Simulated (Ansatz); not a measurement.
Input

```
crystal:
  periodic: [false, false, false]
  atoms:
    - { symbol: Ge, position_ang: [0.0, 0.0, 0.0] }
    - { symbol: H, position_ang: [0.0, 0.0, 1.55] }
    - { symbol: H, position_ang: [1.4616, 0.0, -0.5162] }
    - { symbol: H, position_ang: [-0.73, 1.2648, -0.5162] }
    - { symbol: F, position_ang: [-0.7913, -1.3709, -0.5594] }
basis:
  gaussian: { orbitals: def2-mTZVP }
hamiltonian:
  xc: pbe
  dispersion: d4
relax:
  f_tol: 0.02
  max_steps: 40
output:
  orbitals: {}
```

Run with:

```sh
ansatz run input.yaml --threads 1 --pin off --max-ram 2048MiB --backend cpu --events-out ev --progress --plain --runs-dir out
```

The fields are those of the run's last geometry, not of the input's.

The calculation used RKS PBE-D4/def2-mTZVP (Ansatz).

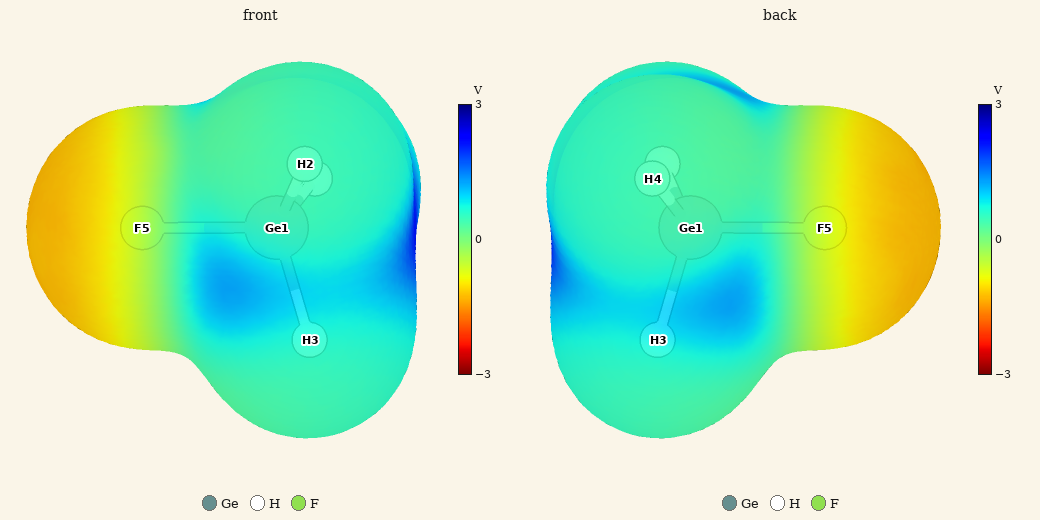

FGeH3. The molecular electrostatic potential painted on the density surface at 0.002 e/bohr³, seen from the front and from behind; the colour scale runs from red (negative) to blue (positive).

### Which sites attract a positive test charge, and which a negative one?

A positive charge is drawn to the negative regions and a negative charge to the positive ones. The most negative region (about −1.3 V) lies over F5, the most positive (about +2.1 V) over Ge1.
